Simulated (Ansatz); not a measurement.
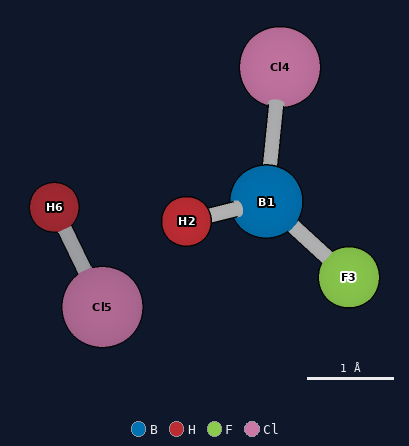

Figure 1. The starting structure (ball-and-stick view, seen at a tilt; atoms are numbered from 1 in the order of the input). Bond lengths as drawn: B–Cl 1.77 Å, B–F 1.32 Å, B–H 1.20 Å and Cl–H 1.30 Å.

## Run report: BH2Cl2F, nudged elastic band

BH2Cl2F, computed with RKS B3LYP-D4/cc-pVDZ (Ansatz 0.2.0).

It belongs to a series of runs on one base structure; here: band between the two ends. Figures and captions count atoms from 1; the log counts them from 0 in places.

Input file
```yaml
crystal:
  periodic: [false, false, false]
  atoms:
    - { symbol: B, position_ang: [0.041478, 0.422738, -0.186019] }
    - { symbol: H, position_ang: [0.28727, 0.913488, 0.877656] }
    - { symbol: F, position_ang: [1.005912, 0.146353, -1.05121] }
    - { symbol: Cl, position_ang: [-1.632289, 0.124878, -0.670462] }
    - { symbol: Cl, position_ang: [0.322627, -2.372231, 1.457122] }
    - { symbol: H, position_ang: [-0.887596, -2.135024, 1.862612] }
basis:
  gaussian: { orbitals: cc-pVDZ }
hamiltonian:
  xc: b3lyp
  dispersion: d4
neb:
  order_check: false
  images: 5
  f_tol: 0.05
  max_iterations: 60
  final_atoms:
    - { symbol: B, position_ang: [-0.01053996, -0.74137567, -0.57758802] }
    - { symbol: H, position_ang: [-0.03879572, 0.44198618, 2.19810331] }
    - { symbol: F, position_ang: [0.92628428, 0.18913487, -0.47211364] }
    - { symbol: Cl, position_ang: [-1.62012713, -0.27832447, -1.10303153] }
    - { symbol: Cl, position_ang: [0.3913949, -2.40802931, -0.19972286] }
    - { symbol: H, position_ang: [-0.51081436, -0.10318961, 2.44405174] }
  initial_path:
    images:
      - { positions_ang: [[0.041478, 0.422738, -0.186019], [0.28727, 0.913488, 0.877656], [1.005912, 0.146353, -1.05121], [-1.632289, 0.124878, -0.670462], [0.322627, -2.372231, 1.457122], [-0.887596, -2.135024, 1.862612]] }
      - { positions_ang: [[0.00951987, 0.27702343, -0.13506237], [0.20375605, 0.63317027, 1.08566805], [1.01902438, 0.10372517, -0.95497877], [-1.65953411, 0.02800527, -0.73336448], [0.16233539, -2.25380505, 1.22802782], [-0.59769958, -1.68791709, 1.79940874]] }
      - { positions_ang: [[-0.02243826, 0.13130885, -0.08410573], [0.12024209, 0.35285255, 1.2936801], [1.03213677, 0.06109733, -0.85874754], [-1.68677923, -0.06886745, -0.79626696], [0.00204379, -2.1353791, 0.99893364], [-0.30780316, -1.24081018, 1.73620549]] }
      - { positions_ang: [[-0.05439639, -0.01440572, -0.0331491], [0.03672814, 0.07253482, 1.50169215], [1.04524915, 0.0184695, -0.76251631], [-1.71402434, -0.16574018, -0.85916944], [-0.15824782, -2.01695315, 0.76983946], [-0.01790675, -0.79370326, 1.67300223]] }
      - { positions_ang: [[-0.03977758, -0.25672904, -0.21462874], [0.01155352, 0.19568528, 1.7338292], [1.00559419, 0.07535795, -0.66571542], [-1.68272527, -0.20326828, -0.9404568], [0.02496642, -2.14731187, 0.44665202], [-0.18220929, -0.56353205, 1.93001874]] }
      - { positions_ang: [[-0.02515877, -0.49905235, -0.39610838], [-0.0136211, 0.31883573, 1.96596626], [0.96593923, 0.13224641, -0.56891453], [-1.6514262, -0.24079637, -1.02174417], [0.20818066, -2.27767059, 0.12346458], [-0.34651182, -0.33336083, 2.18703524]] }
      - { positions_ang: [[-0.01053996, -0.74137567, -0.57758802], [-0.03879572, 0.44198618, 2.19810331], [0.92628428, 0.18913487, -0.47211364], [-1.62012713, -0.27832447, -1.10303153], [0.3913949, -2.40802931, -0.19972286], [-0.51081436, -0.10318961, 2.44405174]] }
```

Run on 1 thread of Arm Neoverse V2, 24 GiB of memory available, shared host.

Command:
```bash
ansatz run input.yaml --threads 1 --pin off --max-ram 2048MiB --backend cpu --events-out ev --progress --plain --runs-dir out
```

Output
```
Engine: ansatz 0.2.0, aarch64-unknown-linux-gnu
Functional definition: B3LYP
  parameter a0 = 0.2
  parameter ax = 0.72
  parameter ac = 0.81
  exchange = (1 - a0 - ax)*slater_x + ax*b88_x + a0*exact_x
  correlation = (1 - ac)*vwn_rpa_c + ac*lyp_c
809 factors; integrals over basis functions are off by at most 3.5e-4 eV
mean field evaluation 1: about -28473.7107 eV, gradient 2.5e1 eV
mean field evaluation 2: about -28472.6788 eV, gradient 3.8e1 eV
mean field evaluation 4: about -28474.8330 eV, gradient 7.0e-1 eV
mean field evaluation 8: about -28474.8671 eV, gradient 4.4e-2 eV
mean field -28474.86712120 eV, -1046.4320657458 hartree, gradient 2.8e-5 eV, S^2 0.000000; 0 other end points of the search recorded, 0 dependent functions left out
the calculation of the forces begins
reference -28474.86733978 eV, -1046.4320737787 hartree; 25, 25 occupied and 49, 49 virtual orbitals, 809 factors
805 factors; integrals over basis functions are off by at most 1.2e-3 eV
mean field evaluation 16: about -28472.9626 eV, gradient 4.0e1 eV
mean field -28475.37419965 eV, -1046.4507005353 hartree, gradient 2.4e-5 eV, S^2 0.000000; 0 other end points of the search recorded, 0 dependent functions left out
[... from here on the field's lines of each further geometry are left out, up to the last ...]
NEB iter   1: max|band force component| = 7.925e0 eV/Å  barrier→ = 2.5994 eV  barrier← = 3.1356 eV  Δτ_max = 0.1966 Å  (170 SCF iters)
NEB iter   2: max|band force component| = 3.015e0 eV/Å  barrier→ = 1.4140 eV  barrier← = 1.9501 eV  Δτ_max = 0.1992 Å  (169 SCF iters)
NEB iter   3: max|band force component| = 1.247e0 eV/Å  barrier→ = 1.1460 eV  barrier← = 1.6821 eV  Δτ_max = 0.1880 Å  (159 SCF iters)
NEB iter   4: max|band force component| = 3.683e0 eV/Å  barrier→ = 1.0990 eV  barrier← = 1.6351 eV  Δτ_max = 0.1022 Å  (150 SCF iters)
NEB iter   5: max|band force component| = 1.225e0 eV/Å  barrier→ = 1.0160 eV  barrier← = 1.5522 eV  Δτ_max = 0.1963 Å  (143 SCF iters)
NEB iter   6: max|band force component| = 1.771e0 eV/Å  barrier→ = 0.8491 eV  barrier← = 1.3853 eV  Δτ_max = 0.1034 Å  (139 SCF iters)
NEB iter   7: max|band force component| = 1.411e0 eV/Å  barrier→ = 0.7204 eV  barrier← = 1.2566 eV  Δτ_max = 0.0495 Å  (143 SCF iters)
NEB iter   8: max|band force component| = 7.593e-1 eV/Å  barrier→ = 0.7494 eV  barrier← = 1.2855 eV  Δτ_max = 0.0493 Å  (148 SCF iters)
NEB iter   9: max|band force component| = 5.546e-1 eV/Å  barrier→ = 0.7559 eV  barrier← = 1.2920 eV  Δτ_max = 0.0498 Å  (141 SCF iters)
NEB iter  10: max|band force component| = 1.037e0 eV/Å  barrier→ = 0.7109 eV  barrier← = 1.2471 eV  CI = image 3  Δτ_max = 0.0251 Å  (141 SCF iters)
NEB iter  11: max|band force component| = 1.042e0 eV/Å  barrier→ = 0.7646 eV  barrier← = 1.3007 eV  CI = image 3  Δτ_max = 0.0502 Å  (147 SCF iters)
NEB iter  12: max|band force component| = 9.787e-1 eV/Å  barrier→ = 0.8712 eV  barrier← = 1.4074 eV  CI = image 3  Δτ_max = 0.0503 Å  (145 SCF iters)
NEB iter  13: max|band force component| = 1.749e0 eV/Å  barrier→ = 0.9770 eV  barrier← = 1.5131 eV  CI = image 3  Δτ_max = 0.0251 Å  (146 SCF iters)
NEB iter  14: max|band force component| = 1.149e0 eV/Å  barrier→ = 1.0193 eV  barrier← = 1.5555 eV  CI = image 3  Δτ_max = 0.0505 Å  (142 SCF iters)
NEB iter  15: max|band force component| = 4.697e-1 eV/Å  barrier→ = 1.0740 eV  barrier← = 1.6102 eV  CI = image 3  Δτ_max = 0.1012 Å  (147 SCF iters)
NEB iter  16: max|band force component| = 2.664e0 eV/Å  barrier→ = 1.0826 eV  barrier← = 1.6188 eV  CI = image 3  Δτ_max = 0.0505 Å  (145 SCF iters)
NEB iter  17: max|band force component| = 6.426e-1 eV/Å  barrier→ = 1.0807 eV  barrier← = 1.6169 eV  CI = image 3  Δτ_max = 0.1026 Å  (130 SCF iters)
NEB iter  18: max|band force component| = 2.200e0 eV/Å  barrier→ = 1.0794 eV  barrier← = 1.6156 eV  CI = image 3  Δτ_max = 0.0494 Å  (138 SCF iters)
NEB iter  19: max|band force component| = 1.369e0 eV/Å  barrier→ = 1.0790 eV  barrier← = 1.6152 eV  CI = image 3  Δτ_max = 0.0250 Å  (131 SCF iters)
NEB iter  20: max|band force component| = 3.185e-1 eV/Å  barrier→ = 1.0788 eV  barrier← = 1.6150 eV  CI = image 3  Δτ_max = 0.0502 Å  (133 SCF iters)
NEB iter  21: max|band force component| = 7.194e-1 eV/Å  barrier→ = 1.0787 eV  barrier← = 1.6149 eV  CI = image 3  Δτ_max = 0.0251 Å  (140 SCF iters)
NEB iter  22: max|band force component| = 9.141e-1 eV/Å  barrier→ = 1.0787 eV  barrier← = 1.6149 eV  CI = image 3  Δτ_max = 0.0125 Å  (129 SCF iters)
NEB iter  23: max|band force component| = 3.292e-1 eV/Å  barrier→ = 1.0787 eV  barrier← = 1.6149 eV  CI = image 3  Δτ_max = 0.0250 Å  (130 SCF iters)
NEB iter  24: max|band force component| = 3.833e-1 eV/Å  barrier→ = 1.0787 eV  barrier← = 1.6149 eV  CI = image 3  Δτ_max = 0.0125 Å  (129 SCF iters)
NEB iter  25: max|band force component| = 3.260e-1 eV/Å  barrier→ = 1.0787 eV  barrier← = 1.6149 eV  CI = image 3  Δτ_max = 0.0063 Å  (119 SCF iters)
NEB iter  26: max|band force component| = 2.362e-1 eV/Å  barrier→ = 1.0787 eV  barrier← = 1.6149 eV  CI = image 3  Δτ_max = 0.0063 Å  (127 SCF iters)
the calculation of the forces begins
reference -28475.31405697 eV, -1046.4484903327 hartree; 25, 25 occupied and 49, 49 virtual orbitals, 809 factors
810 factors; integrals over basis functions are off by at most 1.1e-3 eV
mean field -28473.74459490 eV, -1046.3908136654 hartree, gradient 9.2e-6 eV, S^2 0.000000; 1 other end points of the search recorded, 0 dependent functions left out
the calculation of the forces begins
reference -28473.74479664 eV, -1046.3908210789 hartree; 25, 25 occupied and 49, 49 virtual orbitals, 810 factors
NEB iter  27: max|band force component| = 4.379e-2 eV/Å  barrier→ = 1.0787 eV  barrier← = 1.6149 eV  CI = image 3  Δτ_max = 0.0000 Å  (253 SCF iters)
```

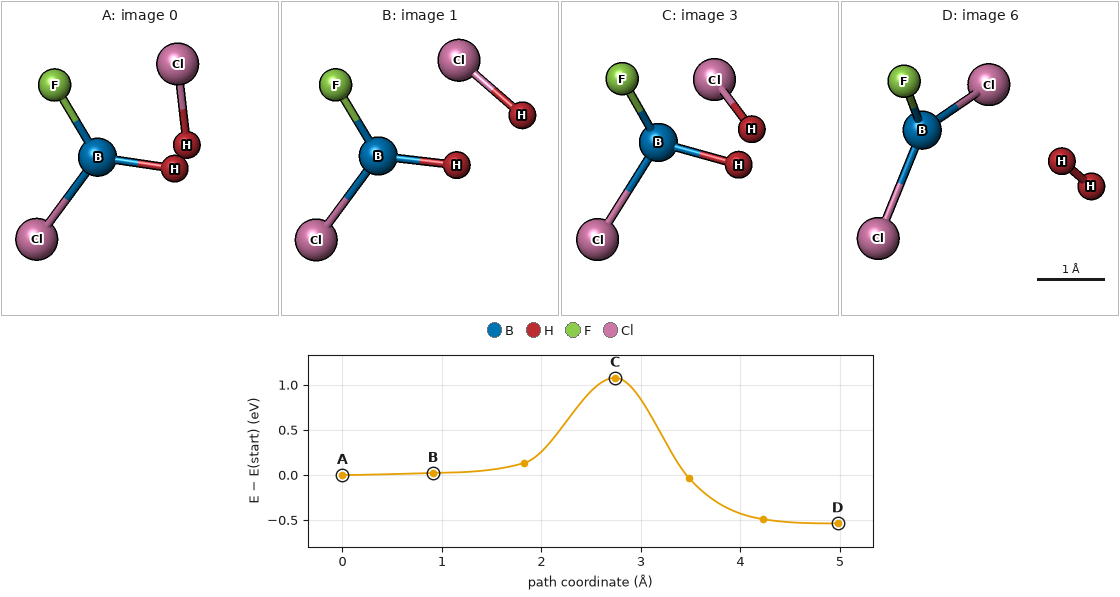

Figure 2. Images of the last band (counted from 0; ball-and-stick, seen at a tilt) above the energy along the path; the line is a cubic interpolation that uses the forces. The highest image is number 3, 1.079 eV above the start and 1.615 eV above the end (the climbing image); the end lies 0.536 eV below the start. The path is 4.98 Å long. The band converged in 27 iterations.

```
Total energy: -28473.95356838 eV, -1046.3984932991 hartree
Atom 0 at    -0.106865    -0.246163     0.051129 Å, force    -0.000414     0.000127     0.000364 eV/Å
Atom 1 at    -0.094852     0.274200     1.266821 Å, force    -0.000031    -0.000002    -0.000306 eV/Å
Atom 2 at     1.043957    -0.009350    -0.584770 Å, force     0.000134    -0.000080     0.000055 eV/Å
Atom 3 at    -1.672584     0.055106    -0.725844 Å, force     0.000092     0.000039    -0.000012 eV/Å
Atom 4 at    -0.010267    -2.218313     0.844875 Å, force     0.000064    -0.000171    -0.000069 eV/Å
Atom 5 at    -0.021988    -0.755278     1.437488 Å, force     0.000155     0.000086    -0.000032 eV/Å
Dipole moment:     0.002246     0.149984     0.350406 e Å
this run last wrote the band of iteration 27 to [file]
```

The last band as extended XYZ (Å, eV, eV/Å)
```
6
Properties=species:S:1:pos:R:3:forces:R:3 image=0 energy=-28475.03207
B     0.0415    0.4227   -0.1860    0.0134   0.0026  -0.0087
H     0.2873    0.9135    0.8777    0.0050  -0.0014  -0.0036
F     1.0059    0.1464   -1.0512   -0.0160   0.0017   0.0079
Cl   -1.6323    0.1249   -0.6705    0.0037  -0.0071   0.0098
Cl    0.3226   -2.3722    1.4571   -0.0226   0.0143   0.0155
H    -0.8876   -2.1350    1.8626    0.0166  -0.0101  -0.0209
6
Properties=species:S:1:pos:R:3:forces:R:3 image=1 energy=-28475.01003
B    -0.0333    0.3535   -0.1872    0.0207   0.0400  -0.0091
H     0.0758    0.6657    0.9650   -0.0020   0.0014  -0.0139
F     1.0401    0.1747   -0.9430    0.0125  -0.0082  -0.0002
Cl   -1.6230    0.2184   -0.9341   -0.0251  -0.0062   0.0021
Cl    0.0648   -2.5278    1.2148    0.0237  -0.0326  -0.0396
H    -0.3869   -1.7842    2.1743   -0.0299   0.0056   0.0606
6
Properties=species:S:1:pos:R:3:forces:R:3 image=2 energy=-28474.89837
B    -0.1064    0.1992   -0.0594   -0.0231   0.2106  -0.0428
H    -0.0600    0.4814    1.1110    0.0035   0.0674  -0.0745
F     1.0151    0.0255   -0.7399   -0.0027   0.0248  -0.0540
Cl   -1.6559    0.1435   -0.8834    0.0072   0.0235  -0.0446
Cl   -0.0387   -2.4750    1.1792    0.0087  -0.1355   0.1083
H    -0.0167   -1.2744    1.6822    0.0064  -0.1907   0.1076
6
Properties=species:S:1:pos:R:3:forces:R:3 image=3 energy=-28473.95337
B    -0.1069   -0.2462    0.0511   -0.0004   0.0001   0.0004
H    -0.0949    0.2742    1.2668    0.0000   0.0000  -0.0003
F     1.0440   -0.0094   -0.5848    0.0001  -0.0001   0.0001
Cl   -1.6726    0.0551   -0.7258    0.0001   0.0000   0.0000
Cl   -0.0103   -2.2183    0.8449    0.0001  -0.0002  -0.0001
H    -0.0220   -0.7553    1.4375    0.0002   0.0001   0.0000
6
Properties=species:S:1:pos:R:3:forces:R:3 image=4 energy=-28475.06866
B    -0.0748   -0.5795   -0.1704    0.0678  -0.6243  -0.4197
H    -0.1923    0.2958    1.5624   -0.0051   0.1405   0.4345
F     1.0136    0.1171   -0.4788   -0.0401  -0.0502   0.0404
Cl   -1.6472   -0.0083   -0.7410    0.0382  -0.0254   0.0221
Cl    0.1229   -2.2682    0.4283    0.0182  -0.0674  -0.5450
H    -0.0848   -0.4567    1.6894   -0.0790   0.6267   0.4676
6
Properties=species:S:1:pos:R:3:forces:R:3 image=5 energy=-28475.52235
B    -0.0276   -0.6760   -0.4364    0.0256  -0.0387  -0.0201
H    -0.2364    0.4004    1.9338    0.0023   0.0451   0.0898
F     0.9997    0.1552   -0.5251   -0.0148  -0.0222  -0.0359
Cl   -1.6291   -0.1081   -0.8780    0.0015  -0.0196  -0.0449
Cl    0.2540   -2.3317    0.0889   -0.0003  -0.0116  -0.0934
H    -0.2231   -0.3397    2.1065   -0.0143   0.0471   0.1045
6
Properties=species:S:1:pos:R:3:forces:R:3 image=6 energy=-28475.56825
B    -0.0105   -0.7414   -0.5776   -0.0040  -0.0045   0.0020
H    -0.0388    0.4420    2.1981   -0.0104  -0.0173   0.0081
F     0.9263    0.1891   -0.4721    0.0005  -0.0009   0.0000
Cl   -1.6201   -0.2783   -1.1030    0.0019  -0.0008  -0.0008
Cl    0.3914   -2.4080   -0.1997    0.0010   0.0057  -0.0022
H    -0.5108   -0.1032    2.4441    0.0109   0.0178  -0.0071
```

Summary

```tsv
quantity	value
outcome	converged
barrier, forward	1.079 eV
barrier, backward	1.615 eV
wall time	6 min
peak memory	0.14 GiB
```

Notes

The order of the saddle point was not checked.
